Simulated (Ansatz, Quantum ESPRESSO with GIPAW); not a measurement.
# KCdCO3F: NMR parameters from first principles

The task is to compute NMR shifts of KCdCO3F site by site and to simulate its spectra.

Method: DFT, PBE, plane-wave PAW (pslibrary 1.0.0 recipes), scalar-relativistic, GIPAW; a patched development version of the program, in Quantum ESPRESSO with GIPAW 8.0dev (patched build).

**1. The starting structure**

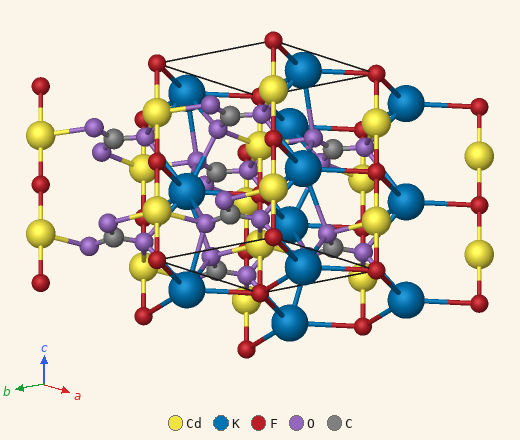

The cell as given, from a free direction (cadmium yellow, potassium blue, fluorine red, oxygen purple, carbon grey). 2×2×1 cells are drawn. Some periodic images of atoms are drawn too.

The cell is an entry of the Crystallography Open Database; it need not be the form that is stable at ambient conditions.

This structure had its atoms relaxed beforehand (DFT, PBE, plane-wave PAW (pslibrary 1.0.0 recipes), Quantum ESPRESSO with GIPAW), starting from the database entry, since shieldings follow bond lengths closely.

**2. The SCF step**

GIPAW is a response on top of the ground state, so the wavefunctions come first. Their errors pass straight into the induced current, hence the tight threshold. No empty states are asked for: the response is solved without them. The mesh has a spacing of 0.24 Å⁻¹ at most. The PAW files were made with ld1.x from the pslibrary 1.0.0 recipes, with GIPAW reconstruction switched on (the recipe of F slightly mended, as the packaged one fails to give a sound file).

scf.in reads:

```
&control
  calculation = 'scf'
  prefix = 'x'
  outdir = './tmp/'
  pseudo_dir = './'
/
&system
  ibrav = 0
  nat = 14
  ntyp = 5
  ecutwfc = 55
  ecutrho = 640
  nbnd = 50
/
&electrons
  conv_thr = 1.0d-10
  mixing_beta = 0.7
  electron_maxstep = 100
/
ATOMIC_SPECIES
  Cd 112.414 Cd.pbe-n-kjpaw_psl.1.0.0-gipaw.UPF
  K 39.098 K.pbe-spn-kjpaw_psl.1.0.0-gipaw.UPF
  F 18.998 F.pbe-n-kjpaw_psl.1.0.0-gipaw.UPF
  O 15.999 O.pbe-n-kjpaw_psl.1.0.0-gipaw.UPF
  C 12.011 C.pbe-n-kjpaw_psl.1.0.0-gipaw.UPF
CELL_PARAMETERS angstrom
  5.13490000 0.00000000 0.00000000
  -2.56745000 4.44695385 0.00000000
  0.00000000 0.00000000 8.84600000
ATOMIC_POSITIONS crystal
  Cd -0.00000000 0.00000000 0.75000000
  Cd -0.00000000 -0.00000000 0.25000000
  K 0.66666667 0.33333333 0.00000000
  K 0.66666667 0.33333333 0.50000000
  F 0.00000000 0.00000000 0.00000000
  F 0.00000000 0.00000000 0.50000000
  O 0.53517122 0.94963887 0.75000000
  O 0.41446766 0.46482878 0.75000000
  O 0.05036113 0.58553234 0.75000000
  O 0.05036113 0.46482878 0.25000000
  O 0.53517122 0.58553234 0.25000000
  O 0.41446766 0.94963887 0.25000000
  C 0.33333333 0.66666667 0.75000000
  C 0.33333333 0.66666667 0.25000000
K_POINTS automatic
  6 6 3 0 0 0
```

Launch:

```console
$ mpirun -np 8 pw.x -nk 8 -in scf.in > scf.out
```

The program printed:

```text
[...]
as large as its charge; the limit is 4.5
     Functions over the limit replaced by smooth ones with the moment of the charge, as mend_augmentation asks: 1
     This moves results (see INPUT_PW). Waves and levels in the save fit builds from 8.0dev_s219 on
     using ibrav=0 with symmetry is DISCOURAGED, use correct ibrav instead

     bravais-lattice index     =            0
     lattice parameter (alat)  =       9.7036  a.u.
     unit-cell volume          =    1363.1327 (a.u.)^3
     number of atoms/cell      =           14
     number of atomic types    =            5
     number of electrons       =       100.00
     number of Kohn-Sham states=           50
     kinetic-energy cutoff     =      55.0000  Ry
     charge density cutoff     =     640.0000  Ry
     scf convergence threshold =      1.0E-10
     mixing beta               =       0.7000
     number of iterations used =            8  plain     mixing
     Exchange-correlation= SLA-PW-PBX-PBC
                           (   1   4   3   4   0   0   0)
[...]
Cd               12.00   112.41400     Cd( 1.00)
     K                 9.00    39.09800     K ( 1.00)
     F                 7.00    18.99800     F ( 1.00)
     O                 6.00    15.99900     O ( 1.00)
     C                 4.00    12.01100     C ( 1.00)

     12 Sym. Ops. (no inversion) found ( 6 have fractional translation)
[...]
number of k points=    14
[...]
Dense  grid:   372543 G-vectors     FFT dimensions: (  80,  80, 144)

     Smooth grid:    75175 G-vectors     FFT dimensions: (  45,  45,  80)

     Initial potential from superposition of free atoms

     starting charge      99.9525, renormalised to     100.0000
     Starting wfcs are   74 randomized atomic wfcs

     Self-consistent Calculation

     iteration #  1     ecut=    55.00 Ry     beta= 0.70
     Davidson diagonalization with overlap
     ethr =  1.00E-02,  avg # of iterations =  2.0

     total energy              =   -1394.49368729 Ry
     estimated scf accuracy    <       2.30825531 Ry

     iteration #  2     ecut=    55.00 Ry     beta= 0.70
     Davidson diagonalization with overlap
     ethr =  2.31E-03,  avg # of iterations =  6.9

     total energy              =   -1395.57429319 Ry
     estimated scf accuracy    <       2.00402749 Ry

     iteration #  3     ecut=    55.00 Ry     beta= 0.70
     Davidson diagonalization with overlap
     ethr =  2.00E-03,  avg # of iterations =  2.0

     total energy              =   -1395.61329464 Ry
     estimated scf accuracy    <       0.40701078 Ry

[...]
total energy              =   -1395.86923433 Ry
[...]
iteration # 27     ecut=    55.00 Ry     beta= 0.70
     Davidson diagonalization with overlap
     ethr =  1.11E-12,  avg # of iterations =  4.1

     total energy              =   -1395.86923433 Ry
     estimated scf accuracy    <          3.5E-10 Ry

     iteration # 28     ecut=    55.00 Ry     beta= 0.70
     Davidson diagonalization with overlap
     ethr =  3.54E-13,  avg # of iterations =  6.3

     End of self-consistent calculation
     [one-electron energies left out]

!    total energy              =   -1395.86923433 Ry
     total all-electron energy =    -26242.880551 Ry
     estimated scf accuracy    <          2.5E-12 Ry

     The total energy is the sum of the following terms:
     one-electron contribution =    -255.46943334 Ry
     hartree contribution      =     195.09905773 Ry
     xc contribution           =    -141.99415530 Ry
     ewald contribution        =    -419.15808417 Ry
     one-center paw contrib.   =    -774.34661925 Ry

     convergence has been achieved in  28 iterations
[...]
JOB DONE.
```

Wall time 93 s (8 MPI ranks of Intel Xeon 6975P-C (Granite Rapids), shared host); peak memory 3.4 GiB; 12 min of CPU time.

It converged in 28 cycles to an estimated accuracy of 2e-12 Ry, on 14 irreducible k-points.

**3. Magnetic response**

The job finds the current that a weak uniform field induces (applied as a long wave, q_gipaw) and the field that this current makes at each nucleus. On atoms with p or d valence electrons much of the paramagnetic part arises close to the nucleus, where the PAW partial waves rebuild the true states. pawproj makes the reconstruction use the PAW data sets' own projectors.

nmr.in reads:

```
&inputgipaw
  job = 'nmr'
  prefix = 'x'
  tmp_dir = './tmp/'
  restart_mode = 'from_scratch'
  verbosity = 'low'
  q_gipaw = 0.01
  spline_ps = .true.
  conv_threshold = 1.0d-11
  use_nmr_macroscopic_shape = .false.
  pawproj(1) = .true.
  pawproj(2) = .true.
  pawproj(3) = .true.
  pawproj(4) = .true.
  pawproj(5) = .true.
/
```

Launch:

```console
$ mpirun -np 8 gipaw.x -in nmr.in > nmr.out
```

The program printed:

```text
[banner, memory and clock lines left out]
[a note of our patched build left out]

     Parallelizing q-star over 1 images

     IMPORTANT: XC functional enforced from input :
     Exchange-correlation= PBE
                           (   1   4   3   4   0   0   0)
     Any further DFT definition will be discarded
     Please, verify this is what you really want

     In Cd.pbe-n-kjpaw_psl.1.0.0-gipaw.UPF the largest augmentation function (projectors 1 and 4, L = 1) is 10.7 times
     as large as its charge; the limit is 4.5
     Functions over the limit replaced by smooth ones with the moment of the charge, as in the saved run: 1

[...]
projs nearly linearly dependent: l=0  n1,n2= 1, 2  s=  0.99585241
[...]
WARNING: some symmetry operations do not permute x, y and z, so the susceptibility and the shape term are
     wrong: all shieldings move alike (in wurtzite BN nosym gave 13 and 6 ppm more at 3 and 6 points an axis).
     Run pw.x with nosym, and raise the mesh until the susceptibility stays

     alpha_pv=     55.1380 eV

     spline_ps is .false., expect some extrapolation errors

     q-space interpolation up to    66.00 Rydberg

     GIPAW job: nmr
     NMR macroscopic correction: no
[...]
Computing the magnetic susceptibility     isolve=0    ethr=  0.1000E-10
     Starting from scratch
     k-point #    1 of    14      pool #  1    cpu time:       2.6
[...]
End of magnetic susceptibility calculation

     f-sum rule (1st term):
           -89.9604          0.0000          0.0000
             0.0000        -89.9604         -0.0000
             0.0000          0.0000        -89.9708

     f-sum rule (2nd term):
            -1.9634          0.0000         -0.0000
             0.0000         -1.9634         -0.0000
             0.0000         -0.0000         -1.9526

     f-sum rule (should be   -91.9143):
           -91.9238          0.0000         -0.0000
             0.0000        -91.9238         -0.0000
             0.0000          0.0000        -91.9234

[... susceptibilities left out ...]
     Contributions to the NMR chemical shifts: -------------------------------

     Macroscopic shape contribution in ppm:                    0.00
             0.0000          0.0000          0.0000
             0.0000          0.0000          0.0000
             0.0000          0.0000          0.0000

     Core contribution in ppm:

     Atom  1  Cd  pos: (  0.000000  0.000000  1.292041)  core sigma:        4800.30
     Atom  2  Cd  pos: (  0.000000  0.000000  0.430680)  core sigma:        4800.30
     Atom  3  K   pos: (  0.500000  0.288675  0.000000)  core sigma:        1193.41
     Atom  4  K   pos: (  0.500000  0.288675  0.861360)  core sigma:        1193.41
     Atom  5  F   pos: (  0.000000  0.000000  0.000000)  core sigma:         306.42
     Atom  6  F   pos: (  0.000000  0.000000  0.861360)  core sigma:         306.42
     Atom  7  O   pos: (  0.060352  0.822411  1.292041)  core sigma:         271.07
     Atom  8  O   pos: (  0.182053  0.402554  1.292041)  core sigma:         271.07
     Atom  9  O   pos: ( -0.242405  0.507086  1.292041)  core sigma:         271.07
     Atom 10  O   pos: ( -0.182053  0.402554  0.430680)  core sigma:         271.07
     Atom 11  O   pos: (  0.242405  0.507086  0.430680)  core sigma:         271.07
     Atom 12  O   pos: ( -0.060352  0.822411  0.430680)  core sigma:         271.07
     Atom 13  C   pos: ( -0.000000  0.577350  1.292041)  core sigma:         200.51
     Atom 14  C   pos: ( -0.000000  0.577350  0.430680)  core sigma:         200.51

     Bare contribution in ppm:

     Atom  1  Cd  pos: (  0.000000  0.000000  1.292041)  bare sigma:          75.72
[...]
Atom  2  Cd  pos: (  0.000000  0.000000  0.430680)  bare sigma:          75.72
[...]
Atom  3  K   pos: (  0.500000  0.288675  0.000000)  bare sigma:         121.86
[...]
Atom  4  K   pos: (  0.500000  0.288675  0.861360)  bare sigma:         121.86
[...]
Atom  5  F   pos: (  0.000000  0.000000  0.000000)  bare sigma:         102.94
[...]
Atom  6  F   pos: (  0.000000  0.000000  0.861360)  bare sigma:         102.94
[...]
Atom  7  O   pos: (  0.060352  0.822411  1.292041)  bare sigma:          13.12
[...]
Atom  8  O   pos: (  0.182053  0.402554  1.292041)  bare sigma:          13.12
[...]
Atom  9  O   pos: ( -0.242405  0.507086  1.292041)  bare sigma:          13.12
[...]
Atom 10  O   pos: ( -0.182053  0.402554  0.430680)  bare sigma:          13.12
[...]
Atom 11  O   pos: (  0.242405  0.507086  0.430680)  bare sigma:          13.12
[...]
Atom 12  O   pos: ( -0.060352  0.822411  0.430680)  bare sigma:          13.12
[...]
Atom 13  C   pos: ( -0.000000  0.577350  1.292041)  bare sigma:         -87.04
[...]
Atom 14  C   pos: ( -0.000000  0.577350  0.430680)  bare sigma:         -87.04
[...]
Diamagnetic contribution in ppm:

     Atom  1  Cd  pos: (  0.000000  0.000000  1.292041)  dia sigma:          90.99
[...]
Atom 11  O   pos: (  0.242405  0.507086  0.430680)  para sigma:         -19.87
[...]
Atom 12  O   pos: ( -0.060352  0.822411  0.430680)  para sigma:         -19.87
[...]
Atom 13  C   pos: ( -0.000000  0.577350  1.292041)  para sigma:        -104.73
[...]
Atom 14  C   pos: ( -0.000000  0.577350  0.430680)  para sigma:        -104.73
[...]
Paramagnetic US occ-occ contribution in ppm:

     Atom  1  Cd  pos: (  0.000000  0.000000  1.292041)  para_oo sigma:          -7.58
[...]
Atom  2  Cd  pos: (  0.000000  0.000000  0.430680)  para_oo sigma:          -7.58
[...]
Atom  3  K   pos: (  0.500000  0.288675  0.000000)  para_oo sigma:          -0.58
[...]
Atom  4  K   pos: (  0.500000  0.288675  0.861360)  para_oo sigma:          -0.58
[...]
Atom  5  F   pos: (  0.000000  0.000000  0.000000)  para_oo sigma:          -3.21
[...]
Atom  6  F   pos: (  0.000000  0.000000  0.861360)  para_oo sigma:          -3.21
[...]
Atom  7  O   pos: (  0.060352  0.822411  1.292041)  para_oo sigma:          -2.59
[...]
Atom  8  O   pos: (  0.182053  0.402554  1.292041)  para_oo sigma:          -2.59
[...]
Atom  9  O   pos: ( -0.242405  0.507086  1.292041)  para_oo sigma:          -2.59
[...]
Atom 10  O   pos: ( -0.182053  0.402554  0.430680)  para_oo sigma:          -2.59
[...]
Atom 11  O   pos: (  0.242405  0.507086  0.430680)  para_oo sigma:          -2.59
[...]
Atom 12  O   pos: ( -0.060352  0.822411  0.430680)  para_oo sigma:          -2.59
[...]
Atom 13  C   pos: ( -0.000000  0.577350  1.292041)  para_oo sigma:          -0.51
[...]
Atom 14  C   pos: ( -0.000000  0.577350  0.430680)  para_oo sigma:          -0.51
[...]
Paramagnetic US L_R Q_R contribution in ppm:

     Atom  1  Cd  pos: (  0.000000  0.000000  1.292041)  para_lq sigma:       -2609.13
[...]
Atom  2  Cd  pos: (  0.000000  0.000000  0.430680)  para_lq sigma:       -2609.13
[...]
Atom  3  K   pos: (  0.500000  0.288675  0.000000)  para_lq sigma:         107.79
[...]
Atom  4  K   pos: (  0.500000  0.288675  0.861360)  para_lq sigma:         107.79
[...]
Atom  5  F   pos: (  0.000000  0.000000  0.000000)  para_lq sigma:        -329.04
[...]
Atom  6  F   pos: (  0.000000  0.000000  0.861360)  para_lq sigma:        -329.04
[...]
Atom  7  O   pos: (  0.060352  0.822411  1.292041)  para_lq sigma:        -217.38
[...]
Atom  8  O   pos: (  0.182053  0.402554  1.292041)  para_lq sigma:        -217.38
[...]
Atom  9  O   pos: ( -0.242405  0.507086  1.292041)  para_lq sigma:        -217.38
[...]
Atom 10  O   pos: ( -0.182053  0.402554  0.430680)  para_lq sigma:        -217.38
[...]
Atom 11  O   pos: (  0.242405  0.507086  0.430680)  para_lq sigma:        -217.38
[...]
Atom 12  O   pos: ( -0.060352  0.822411  0.430680)  para_lq sigma:        -217.38
[...]
Atom 13  C   pos: ( -0.000000  0.577350  1.292041)  para_lq sigma:         -24.71
[...]
Atom 14  C   pos: ( -0.000000  0.577350  0.430680)  para_lq sigma:         -24.71
[...]
Total NMR chemical shifts in ppm: ---------------------------------------
     (adopting the Simpson convention for anisotropy and asymmetry)-----------

     Atom  1  Cd  pos: (  0.000000  0.000000  1.292041)  Total sigma:        3833.42
          3776.1135        -25.8673         -0.0000
            25.8673       3776.1135         -0.0000
            -0.0000          0.0000       3948.0348

     Cd      1    anisotropy:    171.92    eta:    0.0000
[...]
Atom  2  Cd  pos: (  0.000000  0.000000  0.430680)  Total sigma:        3833.42
[... its tensor is left out ...]
     Atom  3  K   pos: (  0.500000  0.288675  0.000000)  Total sigma:        1203.68
          1197.7950         -0.0000         -0.0000
            -0.0000       1197.7950         -0.0000
            -0.0000         -0.0000       1215.4526

     K       3    anisotropy:     17.66    eta:    0.0000
[...]
Atom  4  K   pos: (  0.500000  0.288675  0.861360)  Total sigma:        1203.68
[... its tensor is left out ...]
     Atom  5  F   pos: (  0.000000  0.000000  0.000000)  Total sigma:         364.90
           352.7155          0.0000          0.0000
             0.0000        352.7155          0.0000
             0.0000          0.0000        389.2559

     F       5    anisotropy:     36.54    eta:    0.0000
[...]
Atom  6  F   pos: (  0.000000  0.000000  0.861360)  Total sigma:         364.90
[... its tensor is left out ...]
     Atom  7  O   pos: (  0.060352  0.822411  1.292041)  Total sigma:          61.75
           -34.4186         23.2200          0.0000
            32.9022         99.1460          0.0000
            -0.0000          0.0000        120.5314

     O       7    anisotropy:   -152.74    eta:    0.1545
[...]
Atom  8  O   pos: (  0.182053  0.402554  1.292041)  Total sigma:          61.75
[... its tensor is left out ...]
     Atom  9  O   pos: ( -0.242405  0.507086  1.292041)  Total sigma:          61.75
[... its tensor is left out ...]
     Atom 10  O   pos: ( -0.182053  0.402554  0.430680)  Total sigma:          61.75
[... its tensor is left out ...]
     Atom 11  O   pos: (  0.242405  0.507086  0.430680)  Total sigma:          61.75
[... its tensor is left out ...]
     Atom 12  O   pos: ( -0.060352  0.822411  0.430680)  Total sigma:          61.75
[... its tensor is left out ...]
     Atom 13  C   pos: ( -0.000000  0.577350  1.292041)  Total sigma:         -12.18
           -35.7126          6.0558          0.0000
            -6.0558        -35.7126          0.0000
             0.0000          0.0000         34.8753

     C      13    anisotropy:     70.59    eta:    0.0000
[...]
Atom 14  C   pos: ( -0.000000  0.577350  0.430680)  Total sigma:         -12.18
[... its tensor is left out ...]
```

The job ended after 8.1 min (8 MPI ranks; peak memory 2.1 GiB; 65 min of CPU time).

The f-sum rule is met to 0.0095 of 91.9 (0.01 %). Converged shieldings require that this miss be small, but a small miss does not prove them. gipaw.x warns that with these symmetry operations the susceptibility and the shape term are unreliable; the other terms are not touched. This build smooths some augmentation functions of the files as it reads them, which, it says, moves results; by how much was not measured here.

From the symmetric part of each tensor, with principal values σ11 ≤ σ22 ≤ σ33: σ_iso is their mean, the span is σ33 − σ11 and the skew 3(σ_iso − σ22)/span. (gipaw.x prints an anisotropy in another convention.)

| site | atom no. | atoms in cell | σ_iso (ppm) | span (ppm) | skew |
| --- | --- | --- | --- | --- | --- |
| Cd | 1 | 2 | 3833 | 172 | 1.00 |
| K | 3 | 2 | 1203.7 | 17.7 | 1.00 |
| F | 5 | 2 | 364.9 | 36.5 | 1.00 |
| O | 7 | 6 | 61.8 | 160.6 | -0.80 |
| C | 13 | 2 | -12.2 | 70.6 | 1.00 |

The macroscopic shape term is switched off. For a spherical sample the valence susceptibility of this run would add about 8 ppm to every site, a rough estimate, since the susceptibility converges slowly and lacks part of the PAW terms, above all in hexagonal and trigonal cells. Differences within the crystal don't depend on it, but shieldings of different compounds can't be compared to better than a few ppm without it.

An axis of order three or more runs through Cd, K, F and C, so two principal values coincide and the skew is ±1. In this run the largest span among the lighter atoms is that of O (site symmetry m), with principal values -40.1, 104.8 and 120.5 ppm. On O the middle shielded direction lies along its short bond to C.

How the isotropic values are made up (ppm). The core part is that of the free atom's core; bare is the current of the smooth valence states; the last two are what the PAW spheres add to the diamagnetic and the paramagnetic current:

| site | core | bare | reconstruction, dia | reconstruction, para |
| --- | --- | --- | --- | --- |
| Cd | 4800.3 | 75.7 | 91.0 | -1133.6 |
| K | 1193.4 | 121.9 | -4.1 | -107.5 |
| F | 306.4 | 102.9 | 42.8 | -87.3 |
| O | 271.1 | 13.1 | 17.4 | -239.8 |
| C | 200.5 | -87.0 | 4.3 | -130.0 |

(Part 1 of 2 ends here.)

[Banner, clock, file and message-heading lines were taken out of the pw.x and gipaw.x logs.]

[Logs are printed without paths, hosts, clocks, repeated set-up lines and the standing remarks that a program may print on its own settings, such as how far it seeks lower states.]

[Hosts, paths, dates, database ids (printed as entryN), source tags and the programs' standing remarks are cut or masked in the printed files.]

[Where no reference line passes its bar on scatter, no shift is given, so a measured shift of this compound may stand uncompared.]
